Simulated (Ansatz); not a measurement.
# Li2CeP2 (P-3m1): phonons and vibrational spectra, part 2 of 2

Wanted: vibrations and spectra of Li2CeP2 (P-3m1); the cell is already relaxed. After the zone centre comes a 3×3×2 q mesh on a 9×9×6 k mesh.

Ansatz 0.2.0; DFT LDA+U, scalar-relativistic, plane waves, PAW.

So far. Step 2 (Linear response at the zone centre): Before it was imposed, the acoustic sum rule was missed by 1.8e-4 eV/Å² and the charge sum rule by 0.0034 e. Small misses are needed for a sound result but don't prove that mesh and cutoff are converged. The lowest optical mode is real, 192 cm⁻¹.

## 3. Response at finite wavevector

Stability and thermal properties need the whole zone. Linear response on a 3×3×2 q mesh gives force constants as far as a supercell of that size would, and the tensors from the zone-centre run are typed in so that the long-range dipole term is interpolated apart.

input.yaml

```yaml
crystal:
  lattice:
    - [4.0691858174, 0.0, 0.0]
    - [-2.0345929087, 3.5240182906, 0.0]
    - [0.0, 0.0, 6.4886729547]
  atoms:
    - { symbol: Li, position: [0.6666666667, 0.3333333333, 0.3762951837] }
    - { symbol: Li, position: [0.3333333333, 0.6666666667, 0.6237048163] }
    - { symbol: Ce, position: [0.0, 0.0, 0.0] }
    - { symbol: P, position: [0.6666666667, 0.3333333333, 0.7667539256] }
    - { symbol: P, position: [0.3333333333, 0.6666666667, 0.2332460744] }
kpoints:
  mp_grid: { grid: [9, 9, 6] }
hamiltonian:
  xc: lda
  hubbard: { sites: [{ species: Ce, l: f, u_eff: 5.0 }] }
scf:
  occupations: { method: fixed }
  convergence: { dr2_threshold: 1.0e-10 }
output:
  eigenvalues: true
phonons:
  method: dfpt
  qmesh: [3, 3, 2]
  temperatures: { t_max: 1000, t_step: 50 }
  qpath:
    path:
      - [[0.0, 0.0, 0.0], [0.5, 0.0, 0.0], [0.33333333, 0.33333333, 0.0], [0.0, 0.0, 0.0], [0.0, 0.0, 0.5], [0.5, 0.0, 0.5], [0.33333333, 0.33333333, 0.5], [0.0, 0.0, 0.5]]
      - [[0.5, 0.0, 0.5], [0.5, 0.0, 0.0]]
      - [[0.33333333, 0.33333333, 0.5], [0.33333333, 0.33333333, 0.0]]
    npoints: 10
  non_analytic_term:
    high_frequency_dielectric_tensor: [[15.9965, 0.0, 0.0], [0.0, 15.9965, 0.0], [0.0, 0.0, 10.1109]]
    born_effective_charges:
      - { species: Li, tensor: [[0.6763, 0.0, 0.0], [0.0, 0.6763, 0.0], [0.0, 0.0, 1.3764]] }
      - { species: Li, tensor: [[0.6763, 0.0, 0.0], [0.0, 0.6763, 0.0], [0.0, 0.0, 1.3764]] }
      - { species: Ce, tensor: [[5.8915, 0.0, 0.0], [0.0, 5.8915, 0.0], [0.0, 0.0, 1.8357]] }
      - { species: P, tensor: [[-3.622, 0.0, 0.0], [0.0, -3.622, 0.0], [0.0, 0.0, -2.2942]] }
      - { species: P, tensor: [[-3.622, 0.0, 0.0], [0.0, -3.622, 0.0], [0.0, 0.0, -2.2942]] }
    source: "zone-centre run at this cell"
```

The run is started by

```console
ansatz run input.yaml --threads 8 --pin off --max-ram 14336MiB --backend cpu --events-out ev --progress --plain --runs-dir out
```

Numbers of over 12 decimals in the logs are rounded to 6 here.

The log of the run:

```text
Warning: phonons: the dynamical matrix that this run interpolates holds no multipole term above the dipole-dipole one, and a site of this crystal is no centre of inversion, so its interpolated transverse optical and acoustic branches and sound speeds can stay off near Gamma, and the density of states and the thermodynamics with them. What a run solves at a wave vector of phonons.qpoints, Gamma apart, where the deck admits one, is free of this, and under fd what a larger phonons.supercell samples
[...]
Crystal: 5 atoms, lattice volume = 93.047 Å³
Basis set: ecut = 420 eV, 1797 PW (Γ), exchange–correlation on 60×60×90 points (8 copies of the dense FFT grid, shifted against one another)
Bands: 19, of which v1, the nominal top of the filled ones, is band 14 counted from 1 (13 counted from 0)
Symmetry: 12 space group operations
k-points: 62 of 486
[...]
SCF iter   1: F=—  HF=-8261.239073 eV  |F-HF|=—  |Δ(HF+E_count)|=         —  Δρ=1.40e-1  dr2=1.45e1  ethr=3.10e-3  ⟨swp⟩=5.8  Hψ=5453  notcnv=0  defer=163
[...]
SCF iter  16: F=-8255.798566 eV  HF=-8255.798566 eV  |F-HF|=3.64e-12  |Δ(HF+E_count)|=  1.62e-10  Δρ=1.79e-7  dr2=1.92e-11  ethr=1.00e-12  ⟨swp⟩=21.3  Hψ=12916  notcnv=0
SCF 1 converged in 16 iterations: F = -8255.798566 eV  dr2 = 1.92e-11
[...]
NSCF: frozen V_eff on 62 k-points
[...]
SCF converged after 16 iterations
Free energy (F): -8255.798566 eV
[...]
Internal energy: -8255.798566 eV  (E = F + TS)
E sigma→0 (E₀):  -8255.798566 eV
Fermi energy:    7.120570 eV
[...]
--- Band table (eV; the first three rows and the last of 62) ---
  k-point 0: bands = [... 10 lower, 5.2767, 6.7529, 7.1206, 7.1206, 8.4336, 8.4473, 8.4473, 8.6162, ... 1 higher]
  k-point 1: bands = [... 10 lower, 5.2995, 6.5532, 7.0701, 7.0701, 8.4320, 8.4486, 8.4486, 8.6162, ... 1 higher]
  k-point 2: bands = [... 10 lower, 5.3484, 5.9825, 6.9659, 6.9659, 8.2749, 8.4407, 8.4514, 8.4514, ... 1 higher]
  k-point 61: bands = [... 10 lower, 5.1541, 5.5734, 5.9109, 5.9109, 7.7745, 8.1788, 8.1788, 8.3986, ... 1 higher]
Occupation matrices written to <dir>
[...]
ASR residual: 1.462e-4 → 0.000e0 eV/Å²; symmetrization residual: 6.122e-8 eV/Å²
  ASR residual per site (eV/Å²): 2.12e-6 2.12e-6 1.46e-4 6.71e-5 6.71e-5
[...]
--- Phonons (arbitrary-q DFPT): 6 irreducible q on the 3×3×2 mesh ---
  q = [0.0000, 0.0000, 0.0000] (star 1, of the zone-centre solve; hermiticity 1.06e-8, symmetrization 1.01e-12): -0.00 -0.00 0.00 192.16 192.16 197.29 197.29 248.11 277.17 340.51 340.51 365.26 369.55 369.55 379.00
  q = [0.0000, 0.0000, -0.5000] (star 1, 6 solved perturbations in 480 linear systems a pass and spin channel, the states on 62 of 486 k-point pairs; hermiticity 1.14e-8, symmetrization 6.32e-14): 51.26 51.26 94.86 171.15 171.15 209.64 209.64 215.92 287.41 339.89 339.89 371.41 371.41 386.15 419.48
[...]
sum rule: each row above includes the acoustic sum rule's correction from the zone centre's row sums; it moved no ω² by more than (0.77 cm⁻¹)²
  mesh force constants: q→R imaginary residual 1.37e-16; ASR residual 1.462e-4 → 0.000e0 eV/Å²; symmetrization residual 5.329e-15 eV/Å²
  interpolated dispersion: 94 rows × 15 modes
  density of states and harmonic sums: on the 18×18×10 q-mesh, interpolated from the force constants of a 3×3×2 supercell (with the dipole–dipole term of supplied tensors)
  largest difference from the sums on the solved wave vectors: F 4.09e-2 eV, S 5.52e-5 and C_V 1.42e-5 eV/K
  zero-point energy: 0.238313 eV/cell   skipped modes (ω ≤ 0): 3   left out of the sums: 6.17e-5 of the cell's modes: C_V's classical limit lies that fraction below 3 k_B per atom; for a crystal, a wire or a layer, F and S can be off by more, and a phonons.interpolated_qmesh denser along its periods is the remedy for the sampling
```

Elapsed: 4.4 min, on 8 threads of Intel Xeon Platinum 8488C (Sapphire Rapids), shared host; peak memory 6 GiB; 28 min of CPU time.

Numbers from this step:

| Property | Result |
| --- | --- |
| sum-rule residual before enforcement | 1.46e-4 eV/Å² |
| lowest frequency on the path | 0 cm⁻¹ |
| highest frequency on the path or at a solved wavevector | 419.5 cm⁻¹ |
| mean frequency | 256.3 cm⁻¹ |
| Debye temperature (second moment) | 510 K |
| logarithmic mean frequency | 231.9 cm⁻¹ |
| lowest mode on the q mesh (acoustic modes at Γ apart) | 51.26 cm⁻¹ |
| zero-point energy per atom | 47.66 meV |
| heat capacity at 300 K | 21.74 J/(mol atoms K) |
| vibrational entropy at 300 K | 23.98 J/(mol atoms K) |
| edges of the widest gap between branches, on path and mesh | 152.6, 171.2 cm⁻¹ |

Frequencies (cm⁻¹) solved at each irreducible wavevector; negative means imaginary. Frequencies by wavevector, by row:

```tsv
q in reciprocal lattice units	star	mode 1	mode 2	mode 3	mode 4	mode 13	mode 14	mode 15
0 0 0	1	0	0	0	192.2	369.6	369.6	379
0 0 -0.5	1	51.3	51.3	94.9	171.2	371.4	386.1	419.5
0 0.3333 0	6	83.8	97.5	140.9	195.8	370.4	381	391.6
0 0.3333 -0.5	6	90.5	101.5	124.5	187.4	369.1	383.6	401.2
0.3333 0.3333 0	2	102.7	140.3	140.3	214.2	377	383.5	383.5
0.3333 0.3333 -0.5	2	103.7	138	138	225.9	372	388.6	388.6
```

Interpolated from a 3×3×2 q mesh, with the LO-TO term (at Γ the limit along the path; where Γ stands inside the path, tables give the limit on arrival). Phonon branches along the path, in cm⁻¹:

```tsv
point	branch 1	branch 2	branch 3	branch 4	branch 12	branch 13	branch 14	branch 15
Γ	0	0	0	192	370	370	377	379
M	98	118	153	198	326	370	380	391
K	103	140	140	214	316	377	384	384
Γ	0	0	0	192	370	370	377	379
A	51	51	95	171	371	371	386	420
L	97	117	141	193	325	367	381	398
H	104	138	138	226	325	372	389	389
A	51	51	95	171	371	371	386	420
jump to L	97	117	141	193	325	367	381	398
M	98	118	153	198	326	370	380	391
jump to H	104	138	138	226	325	372	389	389
K	103	140	140	214	316	377	384	384
```

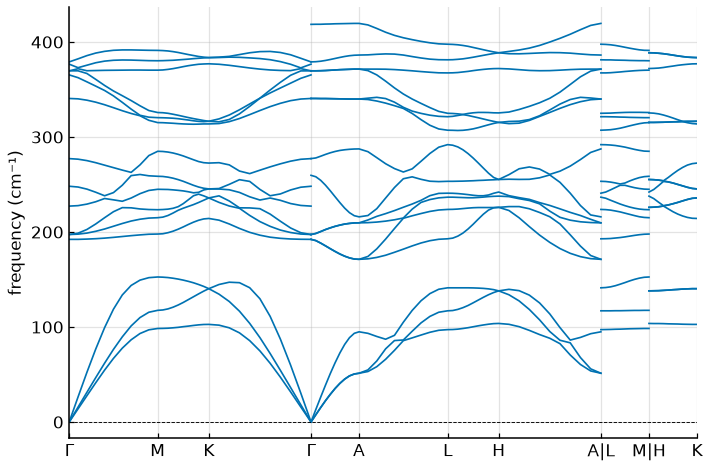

Phonon branches along the path.

The phonon density of states has structure finer than the step of the table below, so its rows give means over 20 cm⁻¹, whole bins alone (the curve runs from 2.5 to 422 cm⁻¹). Peaks (cm⁻¹: height): 97.5: 0.0703, 142.5: 0.0462, 232.5: 0.111, 252.5: 0.0806, 322.5: 0.123, 372.5: 0.132, 382.5: 0.126.

Tetrahedra on a 18×18×10 mesh, mean over bins of 5 cm-1. Interpolated from a 3×3×2 q mesh. Table of phonon density of states by wavenumber; means over each step:

```tsv
wavenumber (cm⁻¹)	phonon density of states (1/cm⁻¹/cell)
20	9.7e-4
40	0.00453
60	0.0117
80	0.0259
100	0.0440
120	0.0288
140	0.0312
160	0.00295
180	0.0150
200	0.0470
220	0.0826
240	0.0715
260	0.0586
280	0.0246
300	0.00539
320	0.0829
340	0.0522
360	0.0296
380	0.0895
400	0.0392
```

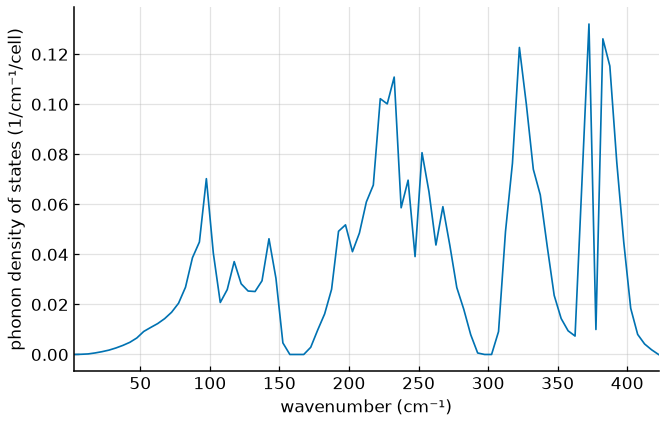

Phonon density of states against wavenumber.

The partial phonon density of states has structure finer than the step of the table below, so its rows give means over 25 cm⁻¹, whole bins alone (the curve runs from -10 to 442 cm⁻¹). Peaks (cm⁻¹: height): Ce 98.0: 0.0536, 117.9: 0.0298, 143.5: 0.0316, 231.7: 0.0138; Li 322.6: 0.0887, 371.0: 0.103, 385.2: 0.112; P 226.0: 0.0866, 254.4: 0.0627, 322.6: 0.0211.

Phonopy on the run's constants, 17x17x9 mesh, Gaussian sigma 3.2 cm-1. Interpolated from a 3×3×2 q mesh. The partial phonon density of states by wavenumber; means over each step; values in 1/cm⁻¹/cell:

```tsv
wavenumber (cm⁻¹)	Ce	Li	P
25	0.00119	1.0e-4	5.0e-4
50	0.00553	3.6e-4	0.00201
75	0.0160	6.6e-4	0.00430
100	0.0356	6.2e-4	0.00531
125	0.0240	4.4e-4	0.00418
150	0.0154	4.4e-4	0.00332
175	5.8e-4	0.00212	0.00634
200	0.00417	0.00938	0.0330
225	0.00874	0.00874	0.0694
250	0.00537	0.00568	0.0507
275	0.00127	0.00422	0.0288
300	1.3e-4	0.00709	0.00187
325	0.00106	0.0677	0.0155
350	3.3e-4	0.0208	0.00520
375	2.5e-4	0.0734	0.00572
400	3.5e-4	0.0376	0.00356
425	4.9e-6	7.7e-4	2.0e-4
```

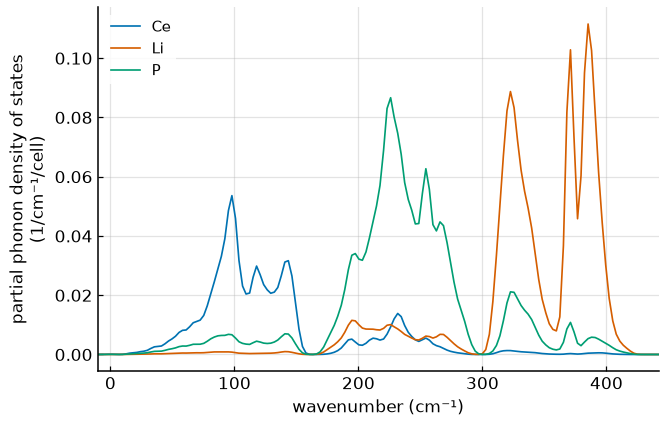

Partial phonon density of states against wavenumber.

Harmonic thermodynamic functions per atom, from the density of states. Interpolated from a 3×3×2 q mesh. Thermodynamic functions, by row:

```tsv
T (K)	F_vib (meV/atom)	S (J/mol-atom/K)	C_V (J/mol-atom/K)
0	47.66	0	0
50	47.46	1.411	3.193
100	45.7	5.685	10
200	34.51	15.75	18.62
300	13.74	23.98	21.74
400	-14.59	30.44	23.05
500	-48.93	35.66	23.7
600	-88.22	40.02	24.07
700	-131.7	43.75	24.3
800	-178.7	47	24.44
900	-229	49.89	24.55
1000	-282	52.48	24.62
```

Harmonic mean-square displacement, third of the trace. Interpolated from a 3×3×2 q mesh. Mean square displacements, by row:

```tsv
T (K)	Li1 U_eq (Å²)	Li2 U_eq (Å²)	Ce3 U_eq (Å²)	P4 U_eq (Å²)	P5 U_eq (Å²)
0	0.00761	0.00761	0.00112	0.00257	0.00257
100	0.00829	0.00829	0.00207	0.00333	0.00333
300	0.01368	0.01368	0.00548	0.00711	0.00711
600	0.02461	0.02461	0.01082	0.01359	0.01359
```

Symmetry leaves 6 wavevectors to solve. The lowest mode among them, the acoustic zeros apart, lies at q = (0, 0, -0.5) and is real, 51.3 cm⁻¹.

## 4. Results

```yaml
space_group_within_0p01_a: P-3m1
volume_per_atom: 18.6 Å³
gap_on_the_k_mesh: 0.654 eV
highest_optical_mode_at_the_zone_centre_no_lo_to_term: 379 cm⁻¹
top_of_the_zone_centre_spectrum_with_the_field: 419 cm⁻¹
lowest_optical_zone_centre_mode: 192 cm⁻¹
mean_high_frequency_dielectric_constant: 14.0
mean_static_dielectric_constant: 23.1
largest_born_charge_third_of_the_trace: 4.54 e
lowest_mode_on_the_q_mesh_acoustic_modes_at_gamma_apart: 51.3 cm⁻¹
highest_frequency_on_the_path_or_at_a_solved_wavevector: 420 cm⁻¹
zero_point_energy_per_atom: 47.7 meV
heat_capacity_at_300_k: 21.7 J/(mol atoms K)
vibrational_entropy_at_300_k: 24.0 J/(mol atoms K)
debye_temperature_second_moment: 510 K
imaginary_modes_on_the_3x3x2_q_mesh: none
```

What this shows: The structure is a minimum as far as tested: no mode is imaginary at the 6 irreducible wavevectors of the 3×3×2 mesh, and the softest away from the acoustic zeros lies at 51 cm⁻¹. Without the field, the optical modes at Γ span 192 to 379 cm⁻¹. The highest mode in this list at Γ, 379.0 cm⁻¹, is mostly motion of Li (100 % of the kinetic energy). With the macroscopic field of the longitudinal modes the top of the zone-centre spectrum lies at 419 cm⁻¹, against 379 cm⁻¹ without it. Lattice motion raises the mean dielectric constant from 14.03 to 23.07. The strongest infrared line is at 340 cm⁻¹. On the path and the mesh, the widest gap between branches runs from 153 to 171 cm⁻¹. With the field response the log warns that the k mesh is coarse for the force constants too, so the frequencies may not be converged. The phonon runs are without spin polarisation, although Ce often carries a moment. The program warns that the interpolation holds no quadrupole term, so branches close to Γ can be off in this crystal. Spin-orbit coupling is left out, which can matter for the heavy elements here. These are harmonic frequencies at zero temperature: anharmonic shifts, linewidths and thermal expansion are left out.

[Logs are printed without paths, hosts, clocks, repeated set-up lines and the standing remarks that a program may print on its own settings, such as how far it seeks lower states.]

[Hosts, paths, dates, database ids (printed as entryN), source tags and the programs' standing remarks are cut or masked in the printed files.]
